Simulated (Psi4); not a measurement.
**CH2AlN (SMILES N#[C][AlH2]): MP2/def2-TZVP (density fitting, density fitting for correlation, sweep point 3)**

Aim: the vertical electron affinity of CH2AlN at MP2/def2-TZVP (density fitting, density fitting for correlation, sweep point 3), from 2 runs. 

The calculation is run with Psi4 1.11.

**1. The structure to begin with**

CH2AlN: 5 atoms, total charge 0, spin state singlet. As SMILES, `N#[C][AlH2]`. The shape is that of a PBE0-D4/def2-TZVP optimisation.

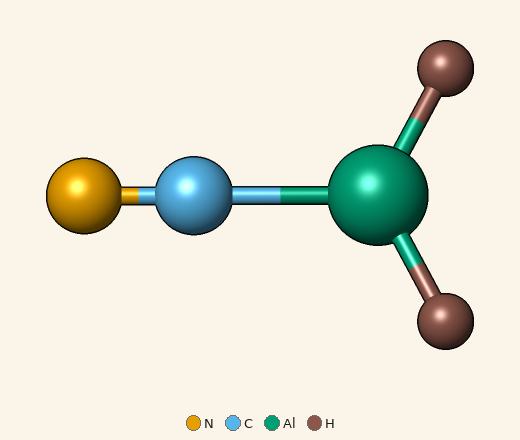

Viewed from a chosen angle; nitrogen amber, carbon blue, aluminium teal, hydrogen brown.

**2. The energy at MP2/def2-TZVP (density fitting, density fitting for correlation, sweep point 3)**

File job.in:

```
memory 1600 mb

molecule geom {
  N      2.61216842    -2.54357136     2.63465616
  C      1.34964240    -1.31902883     1.34510706
  Al    -0.76949648     0.73699319    -0.82127497
  H     -3.07968667    -0.61019257    -2.11687120
  H     -0.01833034     3.59652676    -1.11985170
  units au
  symmetry c1
}

set basis def2-TZVP
set puream true
set scf_type df
set num_frozen_docc 7

E, wfn = energy('mp2', return_wfn=True)
print_variables()
```

Started as:

```
psi4 -n 1 job.in job.out
```

job.out (excerpt; [...] marks lines left out):

```text
[...]
  Running in c1 symmetry.
[...]
  Nuclear repulsion =   69.014155664648129
[...]
  Multiplicity = 1
[...]
  Nalpha       = 14
  Nbeta        = 14
[...]
    Number of basis functions: 111
[...]
   @DF-RHF iter   1:  -335.38510639270760   -1.24500e+00   2.88255e-03 ADIIS/DIIS
[...]
   @DF-RHF iter  12:  -335.43761680336195   -1.19371e-12   1.42988e-09 DIIS
[...]
    Orbital Energies [Eh]
    ---------------------
    Doubly Occupied:
       1A    -58.518622     2A    -15.580506     3A    -11.243348
       4A     -4.934165     5A     -3.249628     6A     -3.247599
       7A     -3.246645     8A     -1.215255     9A     -0.699053
      10A     -0.573155    11A     -0.514023    12A     -0.488939
      13A     -0.476507    14A     -0.455135
[...]
  @DF-RHF Final Energy:  -335.43761680336195
   => Energetics <=
    Nuclear Repulsion Energy =             69.0141556646481291
    One-Electron Energy =                -600.0183865403404297
    Two-Electron Energy =                 195.5666140723303670
    Total Energy =                       -335.4376168033619479
[...]
 Multipole Moments:
 ------------------------------------------------------------------------------------
     Multipole            Electronic (a.u.)      Nuclear  (a.u.)        Total (a.u.)
 ------------------------------------------------------------------------------------
 L = 1.  Multiply by 2.5417464519 to convert [e a0] to [Debye]
 Dipole X            :          0.6048421           -1.4258200           -0.8209779
 Dipole Y            :         -0.5866579            1.3831863            0.7965284
 Dipole Z            :          0.6188568           -1.4576532           -0.8387963
 Magnitude           :                                                    1.4184645
[...]
```

It took 3.6 s on 1 thread of Intel Xeon Platinum 8259CL at 2.50GHz (Skylake/Cascade Lake), shared host; peak memory 0.23 GiB.

**3. The doublet anion, same level**

job.in, as its differences from that of step 2:

```diff
@@ -2,3 +2,4 @@
 
-molecule geom {
+molecule system {
+  -1 2
   N      2.61216842    -2.54357136     2.63465616
@@ -13,2 +14,3 @@
 set basis def2-TZVP
+set reference uhf
 set puream true
@@ -16,4 +18,4 @@
 set num_frozen_docc 7
+set maxiter 150
 
-E, wfn = energy('mp2', return_wfn=True)
-print_variables()
+result, w = energy('mp2', return_wfn=True)
```

Started as:

```
psi4 -n 1 job.in job.out
```

job.out (excerpt; [...] marks lines left out):

```text
[...]
  Running in c1 symmetry.
[...]
  Nuclear repulsion =   69.014155664648129
[...]
  Multiplicity = 2
[...]
  Nalpha       = 15
  Nbeta        = 14
[...]
    Number of basis functions: 111
[...]
   @DF-UHF iter   1:  -335.29439732365654   -1.15429e+00   4.10562e-03 ADIIS/DIIS
[...]
   @DF-UHF iter  20:  -335.44498808407201   -5.17275e-12   4.62356e-09 DIIS
[...]
   @S^2 Observed:                7.967811281E-01
[...]
    Orbital Energies [Eh]
    ---------------------
    Alpha Occupied:
       1A    -58.264645     2A    -15.381125     3A    -11.053821
       4A     -4.683174     5A     -3.003636     6A     -2.997059
       7A     -2.996199     8A     -1.033505     9A     -0.496113
      10A     -0.387448    11A     -0.312965    12A     -0.303733
      13A     -0.299519    14A     -0.242698    15A     -0.023726
    Alpha Virtual:
      16A      0.260609    17A      0.279001    18A      0.298366
      19A      0.334325    20A      0.350000    21A      0.367826
      22A      0.415748    23A      0.434608    24A      0.481675
      25A      0.510210    26A      0.522497    27A      0.538649
[...]
  @DF-UHF Final Energy:  -335.44498808407201
   => Energetics <=
    Nuclear Repulsion Energy =             69.0141556646481291
    One-Electron Energy =                -606.0865201870070678
    Two-Electron Energy =                 201.6273764382869444
    Total Energy =                       -335.4449880840720084
  UHF NO Occupations:
  HONO-2 :   13  A 1.9940679
  HONO-1 :   14  A 1.9882435
[...]
 Multipole Moments:
 ------------------------------------------------------------------------------------
     Multipole            Electronic (a.u.)      Nuclear  (a.u.)        Total (a.u.)
 ------------------------------------------------------------------------------------
 L = 1.  Multiply by 2.5417464519 to convert [e a0] to [Debye]
 Dipole X            :          1.5447644           -1.4258200            0.1189443
 Dipole Y            :         -1.4984286            1.3831863           -0.1152423
 Dipole Z            :          1.5791065           -1.4576532            0.1214533
 Magnitude           :                                                    0.2053763
[...]
```

Run time: 3.9 s. Hardware: 1 thread of Intel Xeon Platinum 8259CL at 2.50GHz (Skylake/Cascade Lake), shared host; peak memory 0.23 GiB.

**4. Summary of results**

Level: MP2/def2-TZVP (density fitting, density fitting for correlation, sweep point 3), 7 core orbitals frozen.

```
                                                                 quantity          value
                                             singlet CH2AlN: total energy  -335.84320 Eh
                      singlet CH2AlN: HOMO energy (Hartree–Fock orbitals)      -12.38 eV
                      singlet CH2AlN: LUMO energy (Hartree–Fock orbitals)        0.22 eV
                    singlet CH2AlN: HOMO–LUMO gap (Hartree–Fock orbitals)       12.60 eV
              singlet CH2AlN: correlation energy (7 core orbitals frozen)     -405.6 mEh
                                              doublet anion: total energy  -335.85990 Eh
doublet anion: HOMO energy (Hartree–Fock orbitals) (highest over α and β)       -0.65 eV
 doublet anion: LUMO energy (Hartree–Fock orbitals) (lowest over α and β)        6.51 eV
               doublet anion: correlation energy (7 core orbitals frozen)     -414.9 mEh
                         doublet anion: ⟨S²⟩ of the reference determinant          0.797
                        vertical electron affinity (to the doublet anion)       0.454 eV
```

**Reading.** At fixed nuclei the extra electron is bound by 0.45 eV (10.5 kcal/mol). The basis has no diffuse functions, so the error can be as large as this value.
